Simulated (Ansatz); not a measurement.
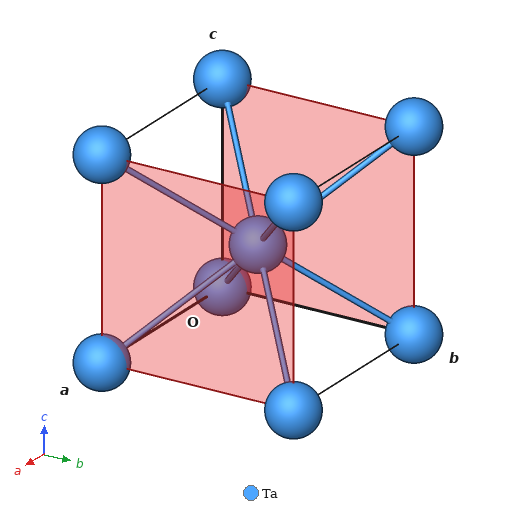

Crystal: Ta, a calculation's input that goes back to an entry of the Crystallography Open Database (an earlier step may have relaxed or displaced it). Every member of one family of equally spaced planes, hx + ky + lz = a whole number, that cuts the unit cell is shaded (one member passes through the origin O). Symmetry computed with spglib at a tolerance of 0.002 Å; standard conventional cell.

a = 3.303 Å, b = 3.303 Å, c = 3.303 Å, α = 90.00°, β = 90.00°, γ = 90.00°.

**What are the Miller indices?**

(1 0 0); the opposite sign names the same planes. The member next to the origin meets the axes a at 1, b never, c never.

**What is the spacing?**

d = 3.303 Å.

**Which atoms of the cell lie in these planes (within 0.03 Å)?**

1 of the 2 Ta.

**The space group is No. 229, Im-3m. How many reflections hkl are equivalent to this one (itself included), and does it occur?**

6 reflections are equivalent in the Laue class m-3m. The reflection is systematically absent, by the centring.
